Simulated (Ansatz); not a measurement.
Profile along the Co–Co line in TiCo2 (cubic Laves, MgCu2 type)

TiCo2 (cubic Laves, MgCu2 type), conventional cell a = 6.5532 Å, b = 6.5532 Å, c = 6.5532 Å, α = 90.00°, β = 90.00°, γ = 90.00°. The calculation uses the primitive cell of 6 atoms, to which meshes and values per cell refer.

Fields along a shortest Co–Co line of a {110} plane (2.32 Å), from Co to Co, interpolated on the slice's grid (step about 0.3 Å). These are PBEsol (plane waves to 420 eV, PAW, scalar-relativistic; Ansatz, a quantum-chemistry and plane-wave program) values and carry that method's errors. k mesh 12×12×12. Inside the PAW spheres the values are not all-electron values, and peaks at nuclei hang on which shells count as valence. TiCo2 is run without spin polarisation. TiCo2 was relaxed with its symmetry unable to fall.

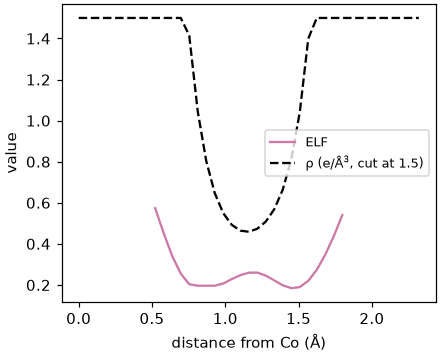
Figure. ELF (away from the nuclei) and valence density from Co to Co.

Density on the Co–Co line (2.32 Å) at its midpoint: 0.46 e/Å³. ELF at that point: 0.3.
